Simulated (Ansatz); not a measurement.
## Computed scan of one atom of the cell: C (graphite type, space group P6_3/mmc)

Relaxed C (graphite type, space group P6_3/mmc):

```
CELL_PARAMETERS angstrom
      2.45522     0.00000     0.00000
     -1.22761     2.12628     0.00000
      0.00000     0.00000     6.67049
ATOMIC_POSITIONS crystal
  C  0.00000 0.00000 0.25000
  C  0.00000 0.00000 0.75000
  C  0.33333 0.66667 0.25000
  C  0.66667 0.33333 0.75000
```

In each cell atom 1 (C, nearest neighbour C at 1.418 Å; its periodic images, 2.5 Å or more away, move with it) moves by s·(0.707, 0.707, 0.000) (along Cartesian [110]), the rest being held.

All values below come from r2SCAN+rVV10 (plane waves to 500 eV, PAW, scalar-relativistic; Ansatz, a quantum-chemistry and plane-wave program). k mesh 12×12×4 (Γ-centred), Fermi-Dirac smearing 0.05 eV. The energy includes the smearing's −TS. With partly filled bands, energies and forces of such displacements shift with the k mesh and the smearing. F⊥ is the part of the force across the line. C was relaxed with its symmetry unable to fall. The PAW data are Ansatz's earlier set. ΔE is measured from the undisplaced structure.

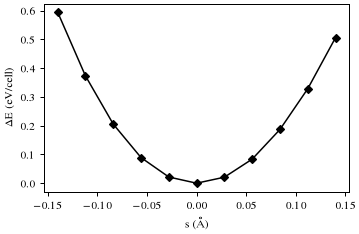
Figure: ΔE (eV/cell) against s (Å); one marker a computed point.

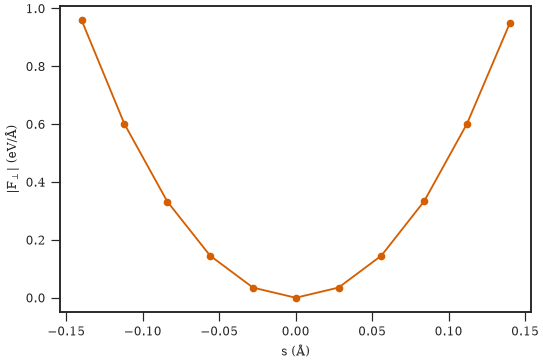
|F⊥| (eV/Å) against s (Å); computed points joined by lines.

The force constant k = d²E/ds² at s = 0 (finite differences) is 54.4 eV/Å². The force along the line at s = -0.140 Å comes out as 8.89 eV/Å. Harmonic estimate at the end of the scan: ½ks² = 533 meV/cell against the computed 506 meV/cell, so the well is softer than harmonic there. Shape of the curve: a single well with its minimum at or next to zero displacement. Symmetry of the curve: not even: the negative side lies higher at ±0.140 Å.

With its periodic images moving along, the atom's site symmetry in this cell is -6m2.

(A displaced cell: forces are minus the slopes of the energy, force constants its curvatures, and phonons follow from these.)
